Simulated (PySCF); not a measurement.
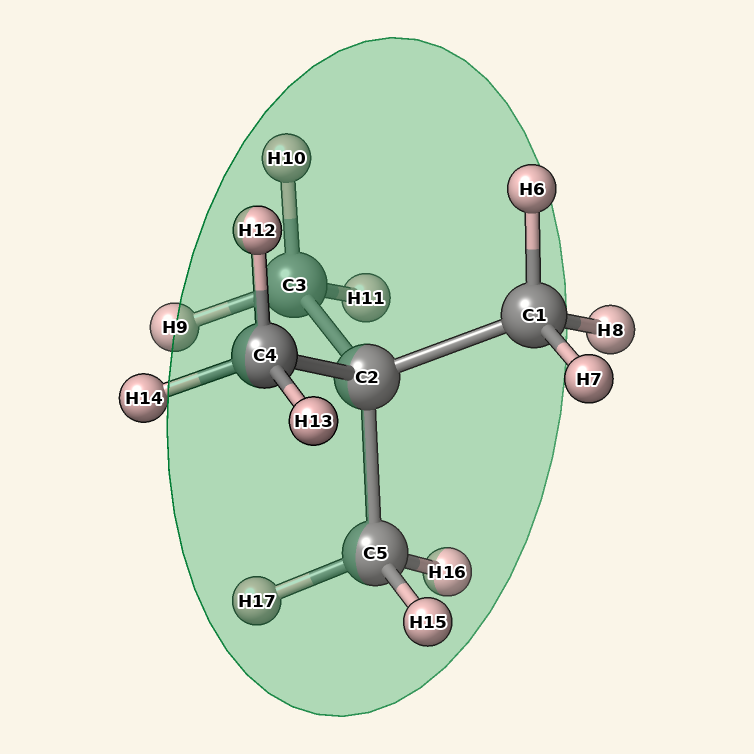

A disc through the centre of mass is drawn in. Depth is shown by fading: the farther an atom, the more it takes the colour of the background. The geometry was computed by an optimisation with PBE0-D3(BJ)/def2-TZVP. No frequency run is at hand to confirm it as a minimum.

### Is the plane of the disc a mirror plane of the structure?

Yes. The reflection leaves C2, C4, C5, H12, H16 in place and moves C1 ↔ C3; H6 ↔ H10; H7 ↔ H9; H8 ↔ H11; H13 ↔ H14; H15 ↔ H17. The point group is Td.
